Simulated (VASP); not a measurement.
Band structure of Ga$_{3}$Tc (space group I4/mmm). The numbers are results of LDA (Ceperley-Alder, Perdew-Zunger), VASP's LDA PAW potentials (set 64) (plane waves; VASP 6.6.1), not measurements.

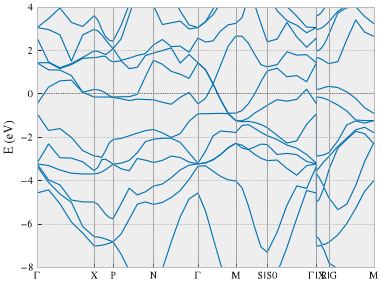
Figure. Bands along high-symmetry lines, zero at the valence-band maximum or, without a gap, the Fermi level

### Question
Read the plot: is there a gap, and where are the band edges?

### Answer
It has no gap at this level: it comes out as a metal or semimetal.

The structure comes from a computed database's Ga3Tc entry; how it stands against other phases isn't given here. The cell was not relaxed at this level.
